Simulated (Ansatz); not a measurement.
ClH5NSi2 (SMILES [SiH3]N[SiH]Cl) (doublet)

Input

```
crystal:
  periodic: [false, false, false]
  atoms:
    - {symbol: Cl, position_ang: [1.360321, -0.862314, 3.230754]}
    - {symbol: N, position_ang: [-0.011271, -2.284654, 0.764628]}
    - {symbol: Si, position_ang: [-1.303716, -2.085652, -0.407314]}
    - {symbol: Si, position_ang: [1.297065, -1.213730, 1.159510]}
    - {symbol: H, position_ang: [-1.275495, -3.168299, -1.433992]}
    - {symbol: H, position_ang: [-2.642488, -2.116331, 0.252446]}
    - {symbol: H, position_ang: [-1.096726, -0.767093, -1.063249]}
    - {symbol: H, position_ang: [-0.009513, -3.169058, 1.272895]}
    - {symbol: H, position_ang: [1.012101, 0.079159, 0.459654]}
basis:
  gaussian: {orbitals: def2-TZVPD}
hamiltonian: {xc: {name: PBE0}}
magnetization: {spin_polarized: true, initial_magnetization: 1}
output: {forces: true, orbitals: {seedname: orbitals}}
```

Command:

```sh
ansatz run input.yaml --threads 2 --pin off --max-ram 4350MiB --events-out events.jsonl --progress --plain --runs-dir runs
```

Geometry: B3LYP-D3(BJ)/def2-SVP.

Level of theory: isolated molecule in a Gaussian basis; Kohn-Sham density functional theory, functional PBE0 (Ansatz).

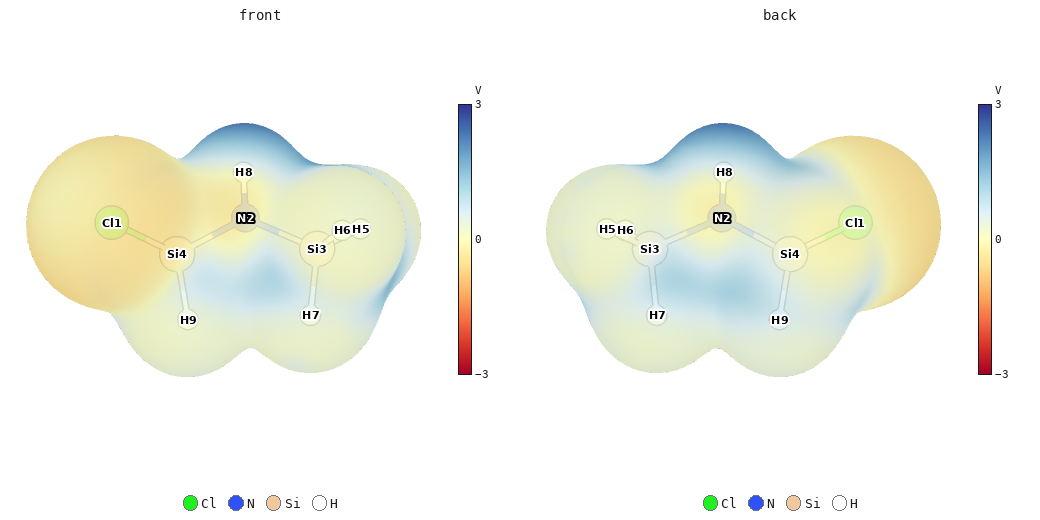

Figure 1. The electrostatic potential painted on the density surface at 0.002 e/bohr³, seen from the front and from behind; red is negative and blue positive.

Q: Which sites attract a positive test charge, and which a negative one?

A: A positive charge is drawn to the negative regions and a negative charge to the positive ones. The most negative region (about −0.5 V, or −12 kcal/mol for a unit charge) lies over Cl1, the most positive (about +2.2 V, or +51 kcal/mol for a unit charge) over H8.

Q: How polar is the molecule by this calculation?

A: Its dipole moment is 1.79 D.

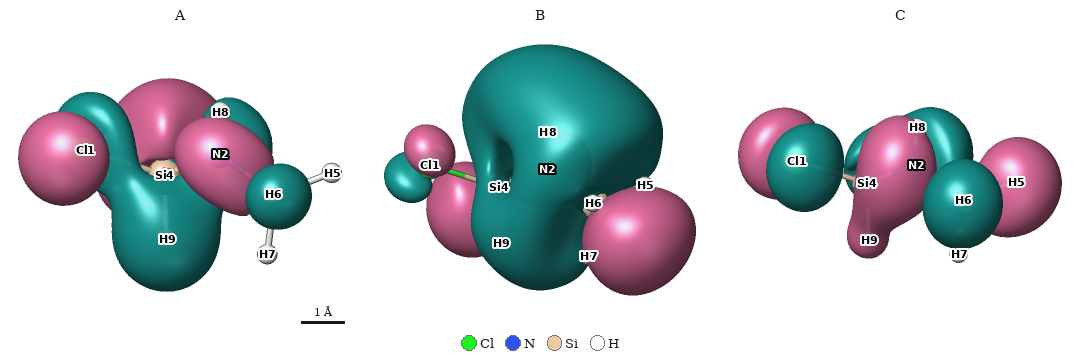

Figure 2. Three frontier orbitals at ±0.05 Å⁻³ᐟ² (teal and pink are the two phases), in no order.

Q: Order the three orbitals by energy and name them. All are α orbitals.

A: C is the HOMO−1 (α) (−8.40 eV). Its weight (Hirshfeld) is mainly on N2 (about 40 %), Cl1 (about 20 %), Si3 (about 10 %), Si4 (about 10 %) and H5 (about 10 %). A is the HOMO (α) (−6.13 eV). By Hirshfeld shares it lies mainly on Si4 (about 60 %), Cl1 (about 15 %), N2 (about 15 %) and H9 (about 5 %). B is the LUMO (α) (−0.42 eV). By Hirshfeld shares it lies mainly on Si3 (about 30 %), Si4 (about 25 %), H8 (about 15 %) and N2 (about 10 %).

Q: What is the gap between the highest occupied and lowest empty α orbitals?

A: 5.71 eV between the orbital energies.

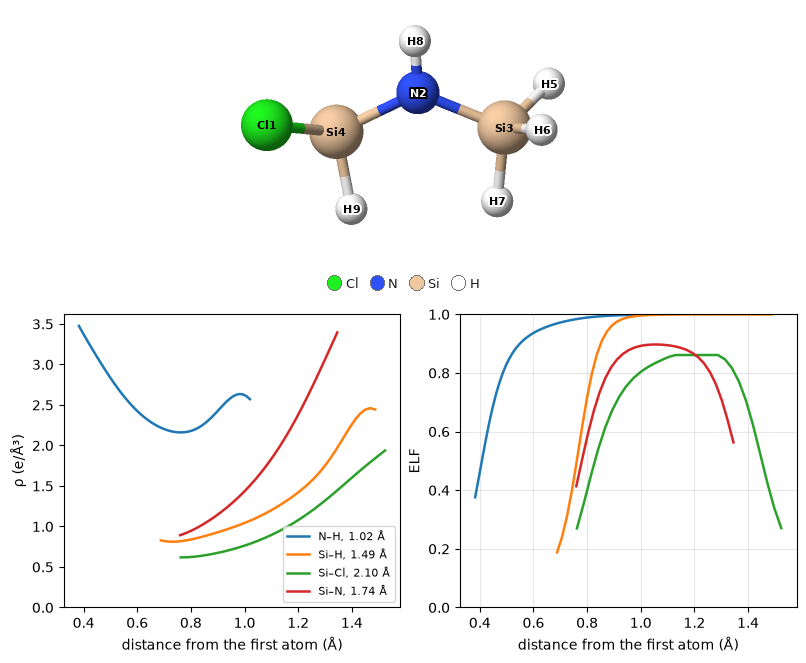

Figure 3. Electron density and ELF along straight lines between neighbouring atoms. The curves leave out the atomic cores. The structure is drawn too.

Q: Compare the contacts.

A: N–H (1.02 Å): ρ is about 2.8 e/Å³ halfway; the ELF climbs to about 1 towards the hydrogen, as it does in any bond to H (a covalent bond by its length).
Si–H (1.49 Å): ρ at the midpoint is about 0.81 e/Å³; the ELF climbs to about 1 towards the hydrogen.
Si–Cl (2.10 Å): ρ is about 0.82 e/Å³ halfway; the ELF peaks at about 0.85 between the atoms; a polar covalent bond.
Si–N (1.74 Å): the density is about 1.1 e/Å³ at the midpoint; the ELF peaks at about 0.90 between the atoms: a polar covalent bond.
